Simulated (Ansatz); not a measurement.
H11Si6 (doublet)

Input

```
crystal:
  periodic: [false, false, false]
  atoms:
    - {symbol: Si, position_ang: [-0.722587, -0.815909, 2.075941]}
    - {symbol: Si, position_ang: [2.072459, -0.823637, -0.723554]}
    - {symbol: Si, position_ang: [-0.651095, 1.863140, -0.655302]}
    - {symbol: Si, position_ang: [-2.058510, 0.496921, 0.648129]}
    - {symbol: Si, position_ang: [0.646224, 0.489363, -2.060977]}
    - {symbol: Si, position_ang: [0.746376, -2.063389, 0.750959]}
    - {symbol: H, position_ang: [-1.568569, -1.747222, 2.906299]}
    - {symbol: H, position_ang: [0.020570, 0.103722, 3.017174]}
    - {symbol: H, position_ang: [2.899005, -1.759627, -1.568098]}
    - {symbol: H, position_ang: [3.017322, 0.095527, 0.015563]}
    - {symbol: H, position_ang: [-1.456170, 2.851341, -1.461729]}
    - {symbol: H, position_ang: [0.267204, 2.634925, 0.259260]}
    - {symbol: H, position_ang: [-2.849190, -0.406789, -0.263319]}
    - {symbol: H, position_ang: [-3.026049, 1.331547, 1.449523]}
    - {symbol: H, position_ang: [-0.268999, -0.413997, -2.847656]}
    - {symbol: H, position_ang: [1.448468, 1.318983, -3.032097]}
    - {symbol: H, position_ang: [1.483550, -3.154890, 1.489884]}
basis:
  gaussian: {orbitals: def2-TZVP, initial_orbitals: start.molden}
magnetization: {spin_polarized: true, initial_magnetization: 1}
hamiltonian: {xc: pbe0, dispersion: d4}
scf: {omitted_lower_state_checks: [starts]}
output: {orbitals: {seedname: orbitals}}
```

Launched as:

```sh
ansatz run in.yaml --threads 4 --pin off --events-out ev --progress --plain --max-ram 4787MiB
```

Geometry: PBE-D4/def2-SVP.

Computed with UKS PBE0-D4/def2-TZVP (Ansatz).

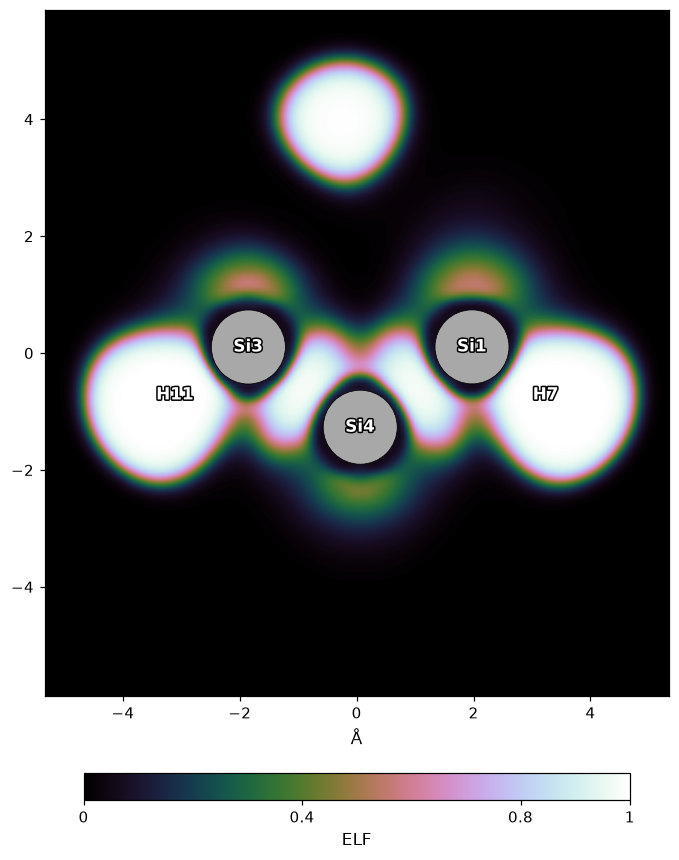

Figure 1. ELF on the plane of atoms Si1, Si4 and Si3. Grey discs cover the atomic cores.

Describe what can be read from this map.

- The plane passes through Si and H nuclei.
- Si–Si (2.36 Å): the ELF peaks at about 1 between the atoms: a shared electron pair.
- Si–H (1.51 Å): the ELF climbs to about 1 towards the hydrogen, as it does in any bond to H.

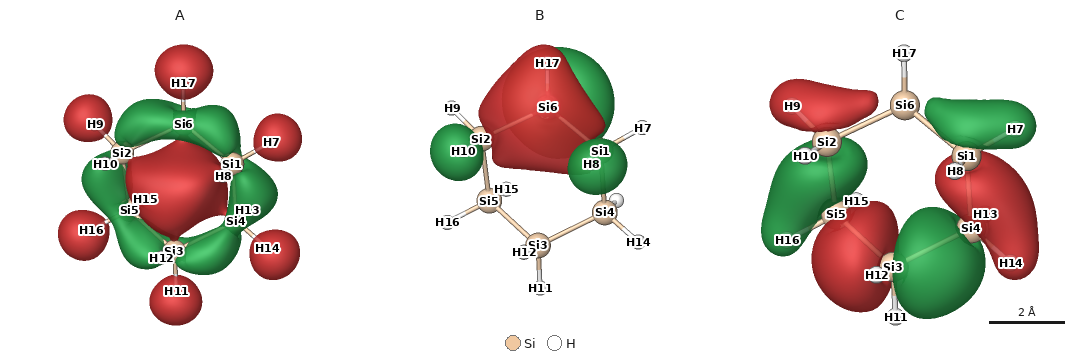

Figure 2. Three frontier orbitals at ±0.06 Å⁻³ᐟ² (green and red are the two phases), in no order.

Which picture is the HOMO−1, the HOMO and the LUMO? All are α orbitals.

C is the HOMO−1 (α) (−7.82 eV). By Hirshfeld shares it lies mainly on Si3 (about 30 %), Si4 (about 20 %), Si5 (about 20 %), Si1 (about 10 %) and Si2 (about 10 %). B is the HOMO (α) (−6.17 eV). Its weight (Hirshfeld) is mainly on Si6 (about 70 %), Si1 (about 10 %) and Si2 (about 10 %). A is the LUMO (α) (−0.94 eV). Its weight (Hirshfeld) is mainly on Si6 (about 15 %), Si3 (about 10 %), Si1 (about 10 %), Si2 (about 10 %), Si4 (about 10 %) and Si5 (about 10 %).

What is the gap between the highest occupied and lowest empty α orbitals?

5.23 eV between the orbital energies.

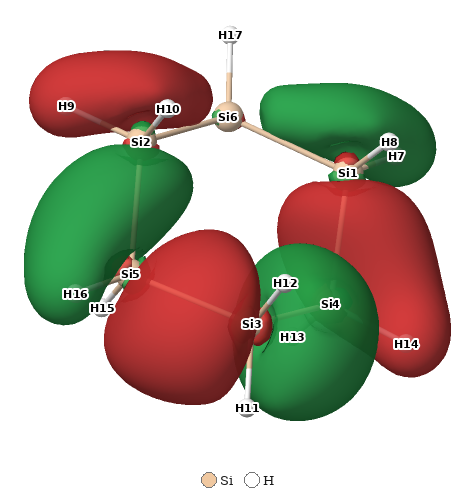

Figure 3. The HOMO−1 (α) at ±0.05 Å⁻³ᐟ² (green and red are the two phases), seen at an oblique angle.

Describe this orbital and give its energy.

Its weight (Hirshfeld) is mainly on Si3 (about 30 %), Si4 (about 20 %), Si5 (about 20 %), Si1 (about 10 %) and Si2 (about 10 %). Its energy is −7.82 eV.
